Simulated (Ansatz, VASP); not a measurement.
# Cross-check of BeSn between VASP and Ansatz

One calculation is typed for both programs; each brings its own data sets and cutoff. How far apart do they land? The cell is invented: As first built, before any earlier steps moved the atoms: it takes the MgZr structure with all of its atoms replaced by other elements, volume scaled by an estimate. It may not be a known or stable phase. The cell comes out of the VASP series on this material, whose earlier steps may have relaxed, scaled or displaced it; both programs get it as it stands.

Calculated with Ansatz 0.2.0; plane waves, with VASP 6.6.1 beside it; relaxation of cell and atoms at PBE with D4.

## (1) Set-up

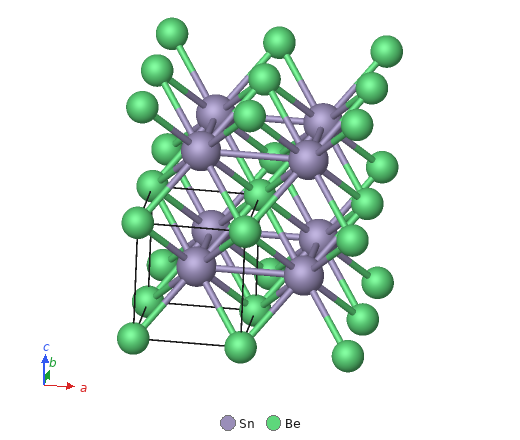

Start, viewed slightly off an axis; tin purple, beryllium green. 2×2×2 cells are drawn. Some periodic images of atoms are drawn too.

As a file:

```xyz
2
Lattice="3.1359 0.0000 0.0000 0.0000 3.1359 0.0000 0.0000 0.0000 3.5659" Properties=species:S:1:pos:R:3 pbc="T T T"
Sn    1.5680    1.5680    1.7830
Be    0.0000    0.0000    0.0000
```

## (2) VASP: relaxation of cell and atoms, PBE with D4

The relaxed volume is the usual yardstick between codes: its relative difference is about their pressure difference at one cell divided by the bulk modulus.

Lines of VASP's logs that name or quote its potential files are left out, and so is its time.

Contents of INCAR:

```
SYSTEM = BeSn
PREC = Accurate
ENCUT = 400
EDIFF = 1E-06
NELM = 100
ISMEAR = -1
SIGMA = 0.05
LREAL = .FALSE.
ALGO = Normal
GGA = PE
IVDW = 13
LORBIT = 11
LWAVE = .FALSE.
LCHARG = .FALSE.
IBRION = 2
NSW = 60
ISIF = 3
EDIFFG = -0.01
```

Contents of POSCAR:

```
BeSn
1.0
    3.1359143799      0.0000000000      0.0000000000
    0.0000000000      3.1359143799      0.0000000000
    0.0000000000      0.0000000000      3.5659369935
Sn Be
1 1
Direct
    0.5000000000      0.5000000000      0.5000000000
    0.0000000000      0.0000000000      0.0000000000
```

Contents of KPOINTS:

```
Automatic mesh
0
Gamma
7 7 6
0 0 0
```

PAW data sets: Sn_d and Be (PBE family, release 64).

Run with:

```bash
mpirun -np 1 vasp_std
```

Numbers of over 12 decimals in the logs are rounded to 6 here.

Log:

```text
[banner, memory and clock lines left out]
running    1 mpi-ranks, on    1 nodes
 distrk:  each k-point on    1 cores,    1 groups
 distr:  one band on    1 cores,    1 groups

 POSCAR found type information on POSCAR SnBe
 POSCAR found :  2 types and       2 ions
 LDA part: xc-table for (Slater+PW92), standard interpolation
 POSCAR, INCAR and KPOINTS ok, starting setup
 FFT: planning ... GRIDC
 FFT: planning ... GRID_SOFT
 FFT: planning ... GRID
 WAVECAR not read
 entering main loop
       N       E                     dE             d eps       ncg     rms          rms(c)
DAV:   1     0.727621504813E+02    0.72762E+02   -0.76680E+03   972   0.163E+03
DAV:   2    -0.145200934502E+01   -0.74214E+02   -0.71572E+02   988   0.312E+02
DAV:   3    -0.620690097259E+01   -0.47549E+01   -0.46751E+01  1148   0.776E+01
DAV:   4    -0.630101814556E+01   -0.94117E-01   -0.93976E-01  1156   0.119E+01
DAV:   5    -0.630414661498E+01   -0.31285E-02   -0.31283E-02  1220   0.217E+00    0.218E+00
DAV:   6    -0.626010099656E+01    0.44046E-01   -0.57357E-02  1312   0.395E+00    0.120E+00
DAV:   7    -0.624974945189E+01    0.10352E-01   -0.21214E-02  1400   0.209E+00    0.272E-01
DAV:   8    -0.624876889304E+01    0.98056E-03   -0.17747E-03  1176   0.692E-01    0.255E-02
DAV:   9    -0.624875869949E+01    0.10194E-04   -0.98654E-05  1180   0.185E-01    0.200E-02
DAV:  10    -0.624875767077E+01    0.10287E-05   -0.76004E-06  1256   0.401E-02    0.365E-03
DAV:  11    -0.624875769806E+01   -0.27286E-07   -0.50402E-07   680   0.120E-02
   1 F= -.68738932E+01 E0= -.68696624E+01  d E =-.687389E+01
[...]
2 F= -.68853759E+01 E0= -.68815824E+01  d E =-.114827E-01
[...]
3 F= -.69043256E+01 E0= -.69003261E+01  d E =-.304323E-01
[...]
4 F= -.68398930E+01 E0= -.68375395E+01  d E =0.340002E-01
[...]
5 F= -.69067598E+01 E0= -.69028414E+01  d E =-.328666E-01
 curvature:  -0.04 expect dE=-0.395E-05 dE for cont linesearch -0.313E-05
 ZBRENT: interpolating
 opt :   4.8947  next Energy=    -6.906821 (dE=-0.329E-01)
 bond charge predicted
       N       E                     dE             d eps       ncg     rms          rms(c)
DAV:   1    -0.628356669642E+01   -0.69116E-03   -0.14642E-02  1164   0.130E+00    0.119E-01
DAV:   2    -0.628312664278E+01    0.44005E-03   -0.57493E-04  1196   0.318E-01    0.721E-02
DAV:   3    -0.628294752437E+01    0.17912E-03   -0.27450E-04  1120   0.225E-01    0.153E-02
DAV:   4    -0.628294599322E+01    0.15312E-05   -0.42120E-05  1100   0.561E-02    0.510E-03
DAV:   5    -0.628294547792E+01    0.51529E-06   -0.15604E-06   952   0.184E-02
   6 F= -.69068227E+01 E0= -.69029583E+01  d E =-.329294E-01
 curvature:  -0.88 expect dE=-0.342E-05 dE for cont linesearch -0.262E-08
 trial: gam=-0.00016 g(F)=  0.214E-62 g(S)=  0.388E-05 ort = 0.558E-05 (trialstep = 0.178E+01)
 search vector abs. value=  0.388E-05
 reached required accuracy - stopping structural energy minimisation
```

From OUTCAR (step 2):

```text
ion  position               nearest neighbor table
   1  0.500  0.500  0.500-   2 2.85   2 2.85   2 2.85   2 2.85   2 2.85   2 2.85   2 2.85   2 2.85

  LATTYP: Found a simple tetragonal cell.
 ALAT       =     3.1359143799
 C/A-ratio  =     1.1371283018

 Subroutine GETGRP returns: Found 16 space group operations
 (whereof 16 operations were pure point group operations)

The static configuration has the point symmetry D_4h.

 Found     40 irreducible k-points:

   k-points           NKPTS =     40   k-points in BZ     NKDIM =     40   number of bands    NBANDS=     12

   dimension x,y,z NGX =    20 NGY =   20 NGZ =   24
   dimension x,y,z NGXF=    40 NGYF=   40 NGZF=   48

   ENCUT  =  400.0 eV  29.40 Ry    5.42 a.u.   5.11  5.11  5.82*2*pi/ulx,y,z

   NELECT =      16.0000    total number of electrons

 k-points in reciprocal lattice and weights: Automatic mesh
   0.00000000  0.00000000  0.00000000       0.003
   0.14285714  0.00000000  0.00000000       0.014
   0.28571429  0.00000000  0.00000000       0.014
   0.42857143  0.00000000  0.00000000       0.014
   0.14285714  0.14285714  0.00000000       0.014
   0.28571429  0.14285714  0.00000000       0.027
   0.42857143  0.14285714  0.00000000       0.027
   0.28571429  0.28571429  0.00000000       0.014
   0.42857143  0.28571429  0.00000000       0.027
[...]
0.42857143  0.28571429  0.50000000       0.027
   0.42857143  0.42857143  0.50000000       0.014

 average (electrostatic) potential at core
       1 -98.8930       2 -32.9007

 E-fermi :   8.2796

 k-point     1 :       0.0000    0.0000    0.0000
  band No.  band energies     occupation
    ...
      3     -13.1977      2.00000
      4     -13.1977      2.00000
      5     -13.1916      2.00000
      6      -3.4617      2.00000
      7       6.1240      2.00000
      8       9.1534      0.00000
      9      11.1603      0.00000
     10      11.1603      0.00000
     11      15.5098      0.00000
     12      15.9215      0.00000

 k-point     2 :       0.1429    0.0000    0.0000
  band No.  band energies     occupation
    ...
      3     -13.2244      2.00000
      4     -13.2133      2.00000
      5     -13.1954      2.00000
      6      -3.1316      2.00000
      7       6.5030      2.00000
      8       8.6568      0.00106
      9       9.4199      0.00000
     10      11.5172      0.00000
     11      15.9228      0.00000
     12      17.3750      0.00000

 k-point     3 :       0.2857    0.0000    0.0000
  band No.  band energies     occupation
    ...
      4     -13.2618      2.00000
      5     -13.1901      2.00000
      6      -2.1394      2.00000
      7       5.2695      2.00000
      8       7.6148      2.00000
      9      10.0761      0.00000
     10      12.5479      0.00000
     11      14.6240      0.00000
     12      15.2136      0.00000

  DFT-D4 for vdW energy calculation

  Edisp (eV):   -0.62388

  Total       0.00740     0.00740     0.00717     0.00000     0.00000    -0.00000
  in kB       0.33704     0.33704     0.32645     0.00000     0.00000    -0.00000
  external pressure =        0.33 kB  Pullay stress =        0.00 kB

  energy-cutoff  :      400.00
  volume of cell :       35.17
      direct lattice vectors                 reciprocal lattice vectors
     3.042372554  0.000000000  0.000000000     0.328690843  0.000000000 -0.000000000
     0.000000000  3.042372554  0.000000000     0.000000000  0.328690843  0.000000000
     0.000000000  0.000000000  3.799170865    -0.000000000 -0.000000000  0.263215327

 POSITION                                       TOTAL-FORCE (eV/Angst)
 -----------------------------------------------------------------------------------
      1.52119      1.52119      1.89959         0.000000      0.000000      0.000000
      0.00000      0.00000      0.00000        -0.000000      0.000000      0.000000
 -----------------------------------------------------------------------------------
    total drift:                               -0.000000      0.000000      0.000000

  FREE ENERGIE OF THE ION-ELECTRON SYSTEM (eV)
  ---------------------------------------------------
  free  energy   TOTEN  =        -6.9068226656 eV

  energy  without entropy=       -6.8990939194  energy(sigma->0) =       -6.90295829

 reached required accuracy - stopping structural energy minimisation

 total charge
# of ion       s       p       d       tot
------------------------------------------
    1        1.233   1.067  10.026  12.326
    2        0.391   0.392   0.000   0.784
--------------------------------------------------
tot          1.624   1.460  10.026  13.110

[... 3 further parts left out ...]
```

CONTCAR:

```
BeSn
   1.00000000000000
     3.0423725544094533    0.0000000000000000    0.0000000000000000
     0.0000000000000000    3.0423725544094533    0.0000000000000000
     0.0000000000000000    0.0000000000000000    3.7991708654269662
  Sn              Be
     1     1
Direct
     0.5000000000000000    0.5000000000000000    0.5000000000000000
     0.0000000000000000    0.0000000000000000    0.0000000000000000
```

## (3) Ansatz: relaxation of cell and atoms, PBE with D4

Ansatz runs on its default PAW (the set named soft_2) files.

The same cell, functional, mesh and smearing now go to Ansatz, which takes its cutoff from its data sets.

Contents of input.yaml:

```yaml
crystal:
  lattice:
    - [3.1359143799, 0.0, 0.0]
    - [0.0, 3.1359143799, 0.0]
    - [0.0, 0.0, 3.5659369935]
  atoms:
    - { symbol: Sn, position: [0.5, 0.5, 0.5] }
    - { symbol: Be, position: [0.0, 0.0, 0.0] }
hamiltonian:
  xc: pbe
  pseudopotentials: { kind: paw }
  dispersion: d4
kpoints:
  mp_grid: { grid: [7, 7, 6] }
scf:
  occupations: { method: fermi_dirac, width: 0.05 }
relax:
  f_tol: 0.01
  max_steps: 60
  cell: { stress_tol: 0.05 }
output:
  forces: true
  stress: true
```

Run with:

```bash
ansatz run input.yaml --threads 4 --pin off --max-ram 9216MiB --backend cpu --events-out ev --progress --plain --runs-dir out
```

Log:

```text
Engine: ansatz 0.2.0, x86_64-unknown-linux-gnu
Pseudopotentials: kind: paw
Pseudopotential: Sn, paw, valence charge 14, recommended cutoff 420 eV (normal), Sn.paw.azcp
Pseudopotential: Be, paw, valence charge 2, recommended cutoff 420 eV (normal), Be.paw.azcp
Functional definition: PBE
  parameter kappa = 0.804
  parameter beta = 0.066725
  exchange = pbe_x(kappa = kappa, mu = beta*pi^2/3)
  correlation = pbe_c(beta = beta)
Crystal: 2 atoms, lattice volume = 35.067 Å³
Basis set: ecut = 420 eV, 683 PW (Γ), exchange–correlation on 48×48×48 points (8 copies of the dense FFT grid, shifted against one another)
Bands: 12, of which v1, the nominal top of the filled ones, is band 8 counted from 1 (7 counted from 0)
Symmetry: 16 space group operations
Space group: P4/mmm (ITA 123), of the structure as read, at distance tolerance 3.3e-5 Å
k-points: 40 of 294
Non-local potential: Sn, projectors of the file, l = 0: 2, l = 1: 2, l = 2: 2, l = 3: 2
Non-local potential: Be, projectors of the file, l = 0: 2, l = 1: 2, l = 2: 1
PAW form: soft (Blöchl's): semilocal exchange-correlation on the pseudo side does not see the compensation charge
PAW one-centre angular grid: Sn, 590 points (default); XC on 64 Gauss nodes
PAW one-centre angular grid: Be, 110 points (default); XC on 64 Gauss nodes
Initial density: superposition of atomic densities (neutral atoms: chi_scale 0, normalization atom), corrected by the library's trained network
Initial wavefunctions: pseudopotential atomic-orbital guess
Functional: x = pbe(κ = 0.804, μ = 0.219515), c = pbe(β = 0.066725)
SCF iter   1: F=—  HF=-6116.235876 eV  |F-HF|=—  |Δ(HF+E_count)|=         —  Δρ=1.30e-3  dr2=5.23e-4  ethr=1.77e-3  ⟨swp⟩=5.8  Hψ=2869  notcnv=0
preconditioner: auto → none  [metal: Δε(μ)=0.036 eV  Ē_g=19.441 eV  σ=0.050 eV  W_gap=0.17  n_scr=6 (ndim 8)  ℏωp=25.1 eV  f_vac=0.000  D(μ)=1.03/eV (n_scr^D=6)  sad-step TF]
SCF iter   2: F=—  HF=-6116.235297 eV  |F-HF|=—  |Δ(HF+E_count)|=   5.79e-4  Δρ=6.95e-4  dr2=1.71e-4  ethr=3.27e-6  ⟨swp⟩=2.1  Hψ=1119  notcnv=0
SCF iter   3: F=—  HF=-6116.235297 eV  |F-HF|=—  |Δ(HF+E_count)|=   3.71e-7  Δρ=2.50e-4  dr2=2.08e-5  ethr=1.07e-6  ⟨swp⟩=2.0  Hψ=575  notcnv=0
SCF iter   4: F=—  HF=-6116.235317 eV  |F-HF|=—  |Δ(HF+E_count)|=   1.97e-5  Δρ=8.12e-5  dr2=1.57e-6  ethr=1.30e-7  ⟨swp⟩=2.6  Hψ=798  notcnv=0
iter 5 did not close the SCF: its close was put off for the readings that it lacked (scf_convergence_deferred on its scf_iter line)
SCF iter   5: F=-6116.235317 eV  HF=-6116.235317 eV  |F-HF|=5.46e-12  |Δ(HF+E_count)|=   6.57e-7  Δρ=4.38e-6  dr2=3.91e-9  ethr=9.79e-9  ⟨swp⟩=2.9  Hψ=789  notcnv=0
SCF iter   6: F=-6116.235317 eV  HF=-6116.235317 eV  |F-HF|=2.31e-10  |Δ(HF+E_count)|=   1.74e-9  Δρ=1.01e-6  dr2=3.71e-10  ethr=2.44e-11  ⟨swp⟩=2.0  Hψ=1537  notcnv=0
WARN: dispersion: an atom stands within reach of a switch of its C6 between two reference coordination numbers of its element: through that C6 alone, e_disp changes by 0.025 eV or more while the distances to its neighbours run over a stretch of 0.05 Å that contains this geometry (sites counted from 0 in the run's list of atoms or, in a supercell that it derives, in that cell's: here a list of 2) — site 1 (Be): coordination number 4.637 (about 4.12 to 5.15 with every neighbour 0.05 Å farther or nearer), switch near 5.103 between the references 1.757 (weight 1.00) and 8.449 (weight 0.00), e_disp changing by some 0.10 eV. [rest of the remark cut]
SCF 1 converged in 6 iterations: F = -6116.235317 eV  dr2 = 3.71e-10
  greatest PAW one-centre occupation: 0.991 electrons in one spin orbital (limit 2), on the Sn atom at site 0 (counted from 0), in its partial waves of l = 2
relax step   1: F+E_penalty+E_count = -6116.23531750 eV  Δ(F+E_penalty+E_count) = +0.000e0 eV  max|allowed force component| = 1.701e-30 eV/Å  Δτ_max = 0.0000 Å  P = +0.158 GPa  Ω = 35.067 Å³  (6 SCF iters, dr2 threshold 1.00e-7 eV, accepted)
[... from here on, the SCF cycles and remarks between the steps are left out ...]
relax step   2: F+E_penalty+E_count = -6116.26336638 eV  Δ(F+E_penalty+E_count) = -2.805e-2 eV  max|allowed force component| = 1.602e-30 eV/Å  Δτ_max = 0.0000 Å  P = +0.206 GPa  Ω = 35.187 Å³  energy of the carried Pulay correction = -2.345e-5 eV  (5 SCF iters, dr2 threshold 2.00e-7 eV, accepted)
relax step   3: F+E_penalty+E_count = -6116.26848294 eV  Δ(F+E_penalty+E_count) = -5.117e-3 eV  max|allowed force component| = 1.107e-28 eV/Å  Δτ_max = 0.0000 Å  P = -0.489 GPa  Ω = 35.488 Å³  energy of the carried Pulay correction = -9.511e-5 eV  (4 SCF iters, dr2 threshold 2.00e-7 eV, accepted)
relax step   4: F+E_penalty+E_count = -6116.26817821 eV  Δ(F+E_penalty+E_count) = +3.047e-4 eV  max|allowed force component| = 0.000e0 eV/Å  Δτ_max = 0.0000 Å  P = +0.443 GPa  Ω = 35.028 Å³  energy of the carried Pulay correction = +2.044e-5 eV  (5 SCF iters, dr2 threshold 2.00e-7 eV, rejected (line search))
relax step   5: F+E_penalty+E_count = -6116.26892674 eV  Δ(F+E_penalty+E_count) = -4.438e-4 eV  max|allowed force component| = 6.311e-30 eV/Å  Δτ_max = 0.0000 Å  P = +0.011 GPa  Ω = 35.225 Å³  energy of the carried Pulay correction = -2.995e-5 eV  (6 SCF iters, accepted)
relax step   6: F+E_penalty+E_count = -6116.26892127 eV  Δ(F+E_penalty+E_count) = +5.474e-6 eV  max|allowed force component| = 1.044e-28 eV/Å  Δτ_max = 0.0000 Å  P = +0.015 GPa  Ω = 35.230 Å³  energy of the carried Pulay correction = -3.088e-5 eV  (4 SCF iters, dr2 threshold 2.25e-8 eV, rejected (line search))
relax step   7: F+E_penalty+E_count = -6116.26893589 eV  Δ(F+E_penalty+E_count) = -9.150e-6 eV  max|allowed force component| = 4.807e-30 eV/Å  Δτ_max = 0.0000 Å  P = +0.002 GPa  Ω = 35.233 Å³  energy of the carried Pulay correction = -3.177e-5 eV  (5 SCF iters, accepted)
relax step   8: F+E_penalty+E_count = -6116.26921346 eV  Δ(F+E_penalty+E_count) = -2.776e-4 eV  max|allowed force component| = 6.336e-30 eV/Å  Δτ_max = 0.0000 Å  P = +0.004 GPa  Ω = 35.233 Å³  stress off target by 2.83e-2 GPa  SCF on the basis re-selected at this cell (its energy is not comparable with the rows above)  (5 SCF iters)
basis re-selected at this cell: Δ(F+E_penalty+E_count) = -2.776e-4 eV, ΔP = +0.002 GPa vs the last step (what re-selecting the basis moved, of the pressure what is left beyond the Pulay correction that the steps carried, after the strain that the cell walked since its last selection, with what the two solves' SCF thresholds leave and, on support functions, any second-order correction that the steps lacked; it is no measure of the basis error at this ecutwfc). The dense FFT grid was sized anew with the basis: this SCF ran on 24×24×27 points, the steps before it on 24×24×24, so part of this shift can come from that change (see relax.cell in the input reference). [rest of the remark cut]
SCF converged after 5 iterations
Free energy (F): -6116.269213 eV
Harris-Foulkes:  -6116.269213 eV  (|F-HF|=3.64e-12)
Internal energy: -6116.261462 eV  (E = F + TS)
E sigma→0 (E₀):  -6116.265337 eV
Entropy (-TS):   -0.007752 eV (-3.876 meV/atom)
Fermi energy:    10.632674 eV
--- Per-component energies (eV) ---
  E_band       = -73.975806
  E_kinetic    = 204.368639
  E_local      = -953.587398  (includes V_loc(G=0)·N_el)
  E_nonlocal   = -27.593166
  E_hartree    = 587.687575
  E_xc         = -401.392378
  E_vxc        = -115.727973  (∫ρ·V_xc dr)
  E_paw        = -4195.925108  (= ΣΔE_a)
  E_vpaw       = -356.811049  (= ΣTr[D̂ρ^β])
  E_aug_tail   = -0.000001  (compensation charges beyond the density's cutoff)
  E_ewald      = -1329.196610
  E_disp       = -0.623013  (pairwise vdW)
  E_smearing   = -0.007752  (= −TS)
  E_closure    = 0.000000  (closes the sum)
  Σ components = -6116.269213   (vs F -6116.269213, Δ=0.00e0)
--- Forces (eV/Å), atoms counted from 1 ---
  atom   1  Sn     0.00000000     0.00000000     0.00000000
  atom   2  Be    -0.00000000    -0.00000000     0.00000000
  max |Σ_I F_I| component: 1.26e-29 eV/Å
--- Stress (GPa, compression-positive) ---
       -0.008760       0.000000       0.000000
        0.000000      -0.008760       0.000000
        0.000000       0.000000       0.028327
  P = ⅓ Tr σ = 0.0036 GPa (0.036 kbar)
--- Relaxed structure (7 steps of the walk, 5 accepted, 1 SCFs on fresh bases) ---
  F+E_penalty+E_count = -6116.26921346 eV   max|allowed force component| = 6.336e-30 eV/Å   (the final SCF, on the basis selected at the relaxed cell)
  cell:  # Å, volume = 35.2330 Å³
    - [3.043301, 0, 0.0]
    - [0, 3.043301, 0.0]
    - [0.0, 0.0, 3.804173]
  atoms:
    - { symbol: Sn, position: [0.5, 0.5, 0.5] }
    - { symbol: Be, position: [0, 0, 0.0] }
```

Elapsed: 4.7 s, on 4 threads of AMD EPYC 9R45, shared host; peak memory 0.37 GiB; 6.3 s of CPU time.

## (4) Differences

Known differences besides the PAW data sets themselves: both relaxations stop at a tolerance, which leaves soft axes loose, and VASP keeps its plane-wave basis; the cutoff is 420 eV in Ansatz and 400 eV in VASP; VASP leaves aspherical gradient terms in its spheres out (LASPH is not set), Ansatz keeps them; Ansatz adds a Pulay correction to the stress that steers its cell, VASP none. Total energies have different zeros and are not compared.

The two programs side by side:

```
                                         quantity  Ansatz   VASP  difference
                                      volume (Å³)   35.23  35.17     +0.19 %
edge a after relaxation, in the typed setting (Å)   3.043  3.042     +0.03 %
edge c after relaxation, in the typed setting (Å)   3.804  3.799     +0.13 %
```

The walks stopped with 0.00 GPa left in Ansatz and 0.03 GPa in VASP; each walk ends within a tolerance, so the volume difference is uncertain by about these residues over the bulk modulus, most in soft cells.

## (5) Outcome

```json
{
 "difference in volume (relaxation of cell and atoms, PBE with D4)": "0.19 %"
}
```

**Reading.** The difference in volume is 0.19 % (relaxation of cell and atoms, PBE with D4), within the 1.2 % picked in this series as the mark of a large difference, as far as the stopping tolerances let one tell. How closely two codes agree says nothing of how well the functional describes the real material.

[Lines on the potential files, build, host, timing and source positions are cut from VASP's logs without a mark.]

[Logs are printed without paths, hosts, clocks, repeated set-up lines and the standing remarks that a program may print on its own settings, such as how far it seeks lower states.]

[Hosts, paths, dates, database ids (printed as entryN), source tags and the programs' standing remarks are cut or masked in the printed files.]
